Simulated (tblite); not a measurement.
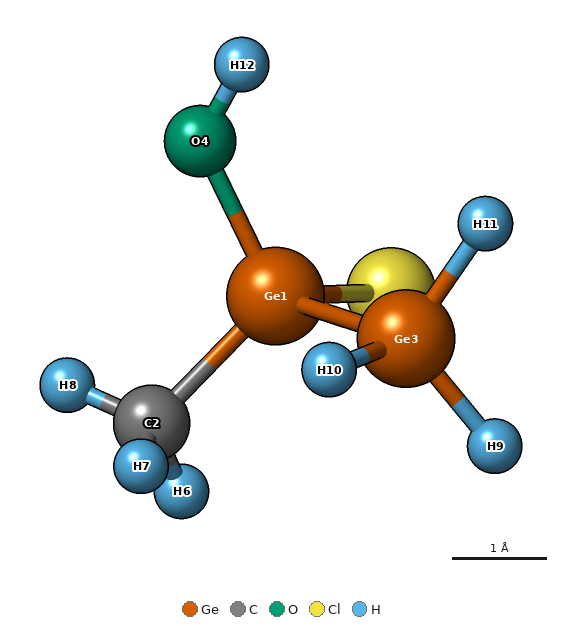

**Figure 1.** The starting structure (ball-and-stick view, seen at a tilt; atoms are numbered from 1 in the order of the input). Sticks mark near contacts. Bond lengths as drawn: Cl–Ge 2.24 Å, C–Ge 1.91 Å, C–H 1.03 to 1.07 Å, Ge–Ge 2.40 Å, Ge–H 1.48 to 1.53 Å, Ge–O 1.87 Å and H–O 0.98 Å.

**Geometry relaxation of CH₇ClGe₂O (part 1 of 2)**

The run: geometry relaxation of CH₇ClGe₂O. Method and program: GFN2-xTB geometry optimisation, gas phase (tblite 0.8.0).

### Log
```
step      E/eV     max force
  0    -496.45710    2.404
  1    -496.65719    1.434
  2    -496.75386    0.512
  3    -496.77546    0.396
  4    -496.79543    0.559
  5    -496.82031    0.755
  6    -496.84272    0.589
  7    -496.85735    0.285
  8    -496.86495    0.256
  9    -496.87361    0.345
 10    -496.88187    0.338
 11    -496.88764    0.229
 12    -496.89139    0.196
 13    -496.89435    0.192
 14    -496.89738    0.194
 15    -496.90044    0.212
 16    -496.90277    0.163
 17    -496.90450    0.132
 18    -496.90616    0.146
 19    -496.90783    0.119
 20    -496.90945    0.105
 21    -496.91085    0.093
 22    -496.91210    0.124
 23    -496.91359    0.121
 24    -496.91556    0.143
 25    -496.91768    0.188
 26    -496.91959    0.164
 27    -496.92100    0.090
 28    -496.92180    0.084
 29    -496.92226    0.061
 30    -496.92252    0.086
 31    -496.92282    0.057
 32    -496.92320    0.071
 33    -496.92389    0.073
 34    -496.92436    0.075
 35    -496.92470    0.053
 36    -496.92489    0.044
 37    -496.92514    0.057
 38    -496.92550    0.069
 39    -496.92595    0.080
 40    -496.92630    0.055
 41    -496.92649    0.029
 42    -496.92660    0.028
 43    -496.92673    0.040
 44    -496.92688    0.045
 45    -496.92706    0.036
 46    -496.92724    0.033
 47    -496.92741    0.035
 48    -496.92759    0.038
 49    -496.92779    0.045
 50    -496.92797    0.041
 51    -496.92810    0.034
 52    -496.92817    0.024
 53    -496.92823    0.020
 54    -496.92828    0.020
 55    -496.92834    0.026
 56    -496.92842    0.027
 57    -496.92849    0.025
 58    -496.92856    0.022
 59    -496.92862    0.023
 60    -496.92868    0.024
 61    -496.92875    0.031
 62    -496.92886    0.041
 63    -496.92899    0.039
 64    -496.92909    0.022
 65    -496.92913    0.013
 66    -496.92916    0.014
 67    -496.92919    0.018
 68    -496.92924    0.028
 69    -496.92932    0.034
 70    -496.92940    0.026
 71    -496.92944    0.011
 72    -496.92945    0.011
 73    -496.92947    0.011
 74    -496.92950    0.020
 75    -496.92956    0.033
 76    -496.92968    0.042
 77    -496.92981    0.036
 78    -496.92989    0.021
 79    -496.92993    0.018
 80    -496.92996    0.014
 81    -496.93001    0.023
 82    -496.93008    0.027
 83    -496.93016    0.022
 84    -496.93022    0.018
 85    -496.93026    0.022
 86    -496.93030    0.020
 87    -496.93035    0.024
 88    -496.93040    0.021
 89    -496.93043    0.021
 90    -496.93049    0.021
 91    -496.93057    0.029
 92    -496.93069    0.038
 93    -496.93081    0.033
 94    -496.93092    0.040
 95    -496.93099    0.027
 96    -496.93104    0.020
 97    -496.93109    0.016
 98    -496.93114    0.019
 99    -496.93122    0.025
100    -496.93134    0.037
101    -496.93152    0.048
102    -496.93172    0.044
103    -496.93185    0.036
104    -496.93176    0.066
105    -496.93200    0.026
106    -496.93205    0.022
107    -496.93214    0.017
108    -496.93217    0.019
109    -496.93223    0.023
110    -496.93231    0.028
111    -496.93248    0.033
112    -496.93271    0.041
113    -496.93296    0.051
114    -496.93285    0.101
115    -496.93339    0.053
116    -496.93352    0.035
117    -496.93372    0.026
118    -496.93382    0.026
119    -496.93388    0.028
120    -496.93394    0.026
121    -496.93399    0.023
122    -496.93404    0.022
123    -496.93409    0.020
124    -496.93415    0.016
125    -496.93420    0.023
126    -496.93424    0.019
127    -496.93427    0.014
128    -496.93429    0.030
129    -496.93431    0.020
130    -496.93436    0.009
131    -496.93440    0.012
132    -496.93445    0.017
133    -496.93448    0.013
134    -496.93450    0.009
135    -496.93451    0.008
```

### Trajectory as extended XYZ (Å, eV, eV/Å), 28 frames, from step=0 to step=135
```
12
Properties=species:S:1:pos:R:3:forces:R:3 step=0 energy=-496.45710
Ge    0.6753   -0.8627   -0.9383    1.9770   0.1000   1.1530
C    -0.6930   -1.0156   -2.2651    0.9270  -1.4210  -0.3030
Ge   -0.3114   -0.0781    1.1025    0.5410  -0.5580   0.5220
O     1.9741    0.3563   -1.4950   -0.2740  -0.3980   0.2960
Cl    1.6431   -2.8557   -0.5909   -0.3280   0.9430  -0.2690
H    -1.0200   -2.0359   -2.3089   -0.1660  -0.5720  -0.0910
H    -1.4953   -0.4296   -2.0109   -1.8210   1.4580   0.5780
H    -0.3198   -0.7402   -3.2001    0.4230   0.4040  -1.5390
H    -1.0976   -1.2027    1.7796    0.1610   0.4630  -0.0980
H    -1.2090    1.0718    0.8329   -0.1920   0.2180   0.1130
H     0.7982    0.3570    2.0641   -0.4650  -0.0080  -0.0780
H     2.6678    0.7513   -0.9350   -0.7820  -0.6300  -0.2850
12
Properties=species:S:1:pos:R:3:forces:R:3 step=5 energy=-496.82031
Ge    0.7611   -0.8554   -0.8876   -0.7070   0.0030  -0.2650
C    -0.6703   -1.0287   -2.2878    0.2550  -0.1610   0.0700
Ge   -0.2785   -0.0950    1.1262    0.0670   0.0420   0.0200
O     1.9354    0.2942   -1.4957    0.1250  -0.0100  -0.2010
Cl    1.6376   -2.7616   -0.6205    0.2670  -0.0760  -0.0360
H    -1.0212   -2.0623   -2.3246    0.0900   0.1580  -0.0490
H    -1.5105   -0.4002   -2.0039    0.0170   0.0600  -0.0350
H    -0.3169   -0.7336   -3.2700   -0.0200  -0.0220  -0.0110
H    -1.0876   -1.1603    1.7846   -0.0250   0.0270   0.1020
H    -1.1997    1.0592    0.8606    0.0300  -0.0080   0.0900
H     0.7574    0.3704    2.0945   -0.0450   0.1050   0.2580
H     2.6057    0.6894   -0.9409   -0.0530  -0.1180   0.0560
12
Properties=species:S:1:pos:R:3:forces:R:3 step=10 energy=-496.88187
Ge    0.7022   -0.8547   -0.9108    0.3270  -0.0670   0.0520
C    -0.6599   -1.0327   -2.3151   -0.2320   0.1180  -0.0870
Ge   -0.2513   -0.0884    1.1585   -0.1070   0.1130   0.0180
O     1.9276    0.2509   -1.5444   -0.0740   0.0040   0.0390
Cl    1.7002   -2.7224   -0.6465    0.0360   0.0250  -0.0150
H    -1.0065   -2.0604   -2.3479   -0.0750  -0.0240  -0.0780
H    -1.4934   -0.3894   -2.0238    0.0060  -0.1040  -0.1780
H    -0.3117   -0.7376   -3.3005    0.0460  -0.0170   0.0700
H    -1.0879   -1.1334    1.8169   -0.0050  -0.0360   0.0740
H    -1.1905    1.0576    0.8993    0.0400  -0.0010   0.0460
H     0.7254    0.4043    2.1786    0.0300   0.0290   0.0970
H     2.5584    0.6221   -0.9293    0.0080  -0.0410  -0.0380
12
Properties=species:S:1:pos:R:3:forces:R:3 step=15 energy=-496.90044
Ge    0.7134   -0.8711   -0.9134   -0.1950   0.0410   0.0730
C    -0.6749   -1.0337   -2.3311    0.0710  -0.0660   0.0290
Ge   -0.2510   -0.0721    1.1838    0.0940  -0.0980   0.0230
O     1.9139    0.2462   -1.5584   -0.0300   0.0330   0.0400
Cl    1.7471   -2.7155   -0.6601    0.0200  -0.0130  -0.0140
H    -1.0248   -2.0601   -2.3832   -0.0290  -0.0240  -0.0360
H    -1.5147   -0.3939   -2.0777   -0.0450   0.0330  -0.0070
H    -0.2913   -0.7402   -3.3010    0.0780   0.0070  -0.0210
H    -1.0858   -1.1277    1.8507    0.0410   0.0610   0.0040
H    -1.1858    1.0719    0.9268   -0.0180   0.0450   0.0180
H     0.7135    0.4238    2.2346   -0.0540  -0.0290  -0.0580
H     2.5528    0.5884   -0.9362    0.0670   0.0110  -0.0510
12
Properties=species:S:1:pos:R:3:forces:R:3 step=20 energy=-496.90945
Ge    0.6867   -0.8735   -0.8968    0.0430  -0.0380  -0.0770
C    -0.6789   -1.0426   -2.3392    0.0090   0.0100  -0.0080
Ge   -0.2432   -0.0742    1.1974   -0.0840   0.0620   0.0040
O     1.8846    0.2529   -1.5438   -0.0690   0.0410   0.0140
Cl    1.7665   -2.7055   -0.6713   -0.0600   0.0480   0.0070
H    -1.0412   -2.0646   -2.4132    0.0480   0.0050   0.0020
H    -1.5258   -0.3974   -2.1143    0.0360   0.0080  -0.0080
H    -0.2561   -0.7441   -3.2939    0.0280  -0.0210   0.0310
H    -1.0757   -1.1128    1.8736   -0.0450  -0.0490   0.0450
H    -1.1771    1.0793    0.9485    0.0220  -0.0270   0.0010
H     0.7014    0.4255    2.2481    0.0940   0.0090   0.0200
H     2.5712    0.5730   -0.9603   -0.0210  -0.0470  -0.0320
12
Properties=species:S:1:pos:R:3:forces:R:3 step=25 energy=-496.91768
Ge    0.6592   -0.8781   -0.8927   -0.0060   0.1110   0.1520
C    -0.6749   -1.0506   -2.3516    0.0140   0.0240  -0.0160
Ge   -0.2529   -0.0721    1.2218    0.0490  -0.0630   0.0390
O     1.8215    0.2859   -1.5288    0.0160   0.0510  -0.0500
Cl    1.7631   -2.6826   -0.6793    0.0350  -0.0830   0.0190
H    -1.0352   -2.0710   -2.4424    0.0070   0.0060   0.0190
H    -1.5196   -0.3942   -2.1548    0.0210  -0.0240  -0.0470
H    -0.2018   -0.7556   -3.2819   -0.0260   0.0100  -0.0560
H    -1.0830   -1.1111    1.9172    0.0030   0.0430   0.0090
H    -1.1699    1.0883    0.9711   -0.0340   0.0190   0.0170
H     0.7257    0.4254    2.2580   -0.0190  -0.0430  -0.0800
H     2.5806    0.5317   -1.0016   -0.0590  -0.0510  -0.0080
12
Properties=species:S:1:pos:R:3:forces:R:3 step=30 energy=-496.92252
Ge    0.6465   -0.8658   -0.8753   -0.0200  -0.0390  -0.0600
C    -0.6646   -1.0505   -2.3588    0.0150  -0.0060   0.0080
Ge   -0.2587   -0.0757    1.2393    0.0030  -0.0180  -0.0200
O     1.7877    0.3116   -1.5281   -0.0460  -0.0260  -0.0170
Cl    1.7608   -2.6795   -0.6770   -0.0020   0.0320   0.0230
H    -1.0252   -2.0711   -2.4492    0.0160   0.0060   0.0230
H    -1.5121   -0.3949   -2.1832   -0.0310   0.0150  -0.0240
H    -0.1805   -0.7608   -3.2857    0.0000  -0.0010  -0.0180
H    -1.0890   -1.1043    1.9430   -0.0030   0.0090   0.0240
H    -1.1693    1.0897    0.9872   -0.0210   0.0140   0.0270
H     0.7423    0.4160    2.2467    0.0190  -0.0140  -0.0050
H     2.5746    0.5011   -1.0241    0.0720   0.0270   0.0390
12
Properties=species:S:1:pos:R:3:forces:R:3 step=35 energy=-496.92470
Ge    0.6355   -0.8665   -0.8799    0.0090   0.0450   0.0260
C    -0.6628   -1.0469   -2.3697   -0.0230  -0.0040  -0.0170
Ge   -0.2642   -0.0805    1.2407   -0.0060   0.0060  -0.0010
O     1.7743    0.3194   -1.5196    0.0230  -0.0060  -0.0010
Cl    1.7627   -2.6687   -0.6641   -0.0060   0.0150   0.0050
H    -1.0150   -2.0710   -2.4434   -0.0180  -0.0110  -0.0390
H    -1.5173   -0.3936   -2.2139    0.0160  -0.0060   0.0040
H    -0.1705   -0.7652   -3.2953   -0.0090  -0.0300  -0.0080
H    -1.0918   -1.0939    1.9691   -0.0010  -0.0180   0.0090
H    -1.1746    1.0914    1.0121   -0.0010   0.0100   0.0140
H     0.7572    0.4011    2.2332    0.0150  -0.0050  -0.0080
H     2.5790    0.4905   -1.0344   -0.0010   0.0030   0.0150
12
Properties=species:S:1:pos:R:3:forces:R:3 step=40 energy=-496.92630
Ge    0.6262   -0.8527   -0.8802   -0.0220  -0.0370  -0.0340
C    -0.6648   -1.0502   -2.3825    0.0310  -0.0220   0.0070
Ge   -0.2725   -0.0812    1.2467   -0.0030   0.0090   0.0290
O     1.7755    0.3239   -1.5151   -0.0090   0.0210  -0.0180
Cl    1.7609   -2.6503   -0.6508   -0.0170   0.0090   0.0070
H    -1.0168   -2.0749   -2.4565   -0.0180   0.0020   0.0180
H    -1.5177   -0.3935   -2.2371   -0.0010  -0.0040  -0.0050
H    -0.1664   -0.7822   -3.3084    0.0100   0.0140  -0.0090
H    -1.0921   -1.0930    1.9922    0.0240   0.0030  -0.0270
H    -1.1791    1.0985    1.0400    0.0050   0.0050   0.0160
H     0.7756    0.3874    2.2194   -0.0060  -0.0010  -0.0090
H     2.5838    0.4842   -1.0329    0.0050   0.0010   0.0280
12
Properties=species:S:1:pos:R:3:forces:R:3 step=45 energy=-496.92706
Ge    0.6230   -0.8498   -0.8861    0.0080   0.0270   0.0010
C    -0.6627   -1.0537   -2.3890   -0.0150   0.0070   0.0010
Ge   -0.2737   -0.0791    1.2463    0.0030   0.0130  -0.0330
O     1.7806    0.3265   -1.5177   -0.0090  -0.0110   0.0270
Cl    1.7543   -2.6443   -0.6414    0.0000  -0.0190   0.0040
H    -1.0217   -2.0767   -2.4528    0.0130  -0.0010  -0.0120
H    -1.5149   -0.3960   -2.2428   -0.0040   0.0110  -0.0090
H    -0.1681   -0.7860   -3.3177    0.0040  -0.0230   0.0110
H    -1.0860   -1.0952    1.9896    0.0080  -0.0140  -0.0110
H    -1.1810    1.1027    1.0549    0.0070   0.0010   0.0120
H     0.7820    0.3821    2.2111    0.0120   0.0080   0.0140
H     2.5806    0.4855   -1.0195   -0.0270   0.0010  -0.0040
12
Properties=species:S:1:pos:R:3:forces:R:3 step=50 energy=-496.92797
Ge    0.6122   -0.8426   -0.8891   -0.0110  -0.0300   0.0260
C    -0.6634   -1.0588   -2.3993   -0.0040   0.0100   0.0010
Ge   -0.2722   -0.0723    1.2449    0.0120  -0.0040   0.0330
O     1.7684    0.3366   -1.5085    0.0000  -0.0010  -0.0210
Cl    1.7445   -2.6380   -0.6295   -0.0100   0.0080  -0.0050
H    -1.0258   -2.0808   -2.4607    0.0140   0.0010   0.0070
H    -1.5136   -0.3953   -2.2690    0.0000   0.0090  -0.0150
H    -0.1543   -0.8031   -3.3231   -0.0040  -0.0090  -0.0080
H    -1.0710   -1.1006    1.9881    0.0050   0.0030  -0.0130
H    -1.1791    1.1137    1.0872   -0.0050   0.0030  -0.0060
H     0.7960    0.3770    2.2050   -0.0020  -0.0040  -0.0090
H     2.5710    0.4801   -1.0111    0.0050   0.0150   0.0090
12
Properties=species:S:1:pos:R:3:forces:R:3 step=55 energy=-496.92834
Ge    0.6102   -0.8422   -0.8882   -0.0040   0.0150  -0.0220
C    -0.6641   -1.0578   -2.4013    0.0110  -0.0060   0.0030
Ge   -0.2698   -0.0692    1.2451   -0.0060  -0.0010   0.0070
O     1.7721    0.3327   -1.5112    0.0070  -0.0110   0.0100
Cl    1.7382   -2.6381   -0.6248   -0.0060  -0.0050  -0.0030
H    -1.0240   -2.0810   -2.4560   -0.0100   0.0040   0.0060
H    -1.5137   -0.3926   -2.2757   -0.0010  -0.0020  -0.0070
H    -0.1571   -0.8100   -3.3285    0.0120   0.0000   0.0070
H    -1.0651   -1.1048    1.9794   -0.0020  -0.0010   0.0050
H    -1.1799    1.1159    1.0941    0.0050  -0.0060  -0.0040
H     0.8012    0.3752    2.2020    0.0070   0.0010   0.0080
H     2.5646    0.4879   -1.0001   -0.0130   0.0120  -0.0110
12
Properties=species:S:1:pos:R:3:forces:R:3 step=60 energy=-496.92868
Ge    0.6020   -0.8385   -0.8869    0.0110  -0.0030   0.0100
C    -0.6626   -1.0592   -2.4057   -0.0090   0.0030  -0.0010
Ge   -0.2679   -0.0677    1.2526    0.0060  -0.0060  -0.0170
O     1.7664    0.3311   -1.5103   -0.0030   0.0100  -0.0220
Cl    1.7285   -2.6366   -0.6243   -0.0090  -0.0040  -0.0010
H    -1.0267   -2.0811   -2.4546    0.0020  -0.0030  -0.0040
H    -1.5125   -0.3916   -2.2958    0.0060   0.0090   0.0010
H    -0.1441   -0.8191   -3.3286    0.0040  -0.0110   0.0020
H    -1.0610   -1.1083    1.9816   -0.0020   0.0070   0.0160
H    -1.1774    1.1181    1.1031    0.0040  -0.0050   0.0060
H     0.8108    0.3733    2.2039   -0.0120  -0.0040   0.0020
H     2.5569    0.4955   -1.0001    0.0010   0.0080   0.0080
```
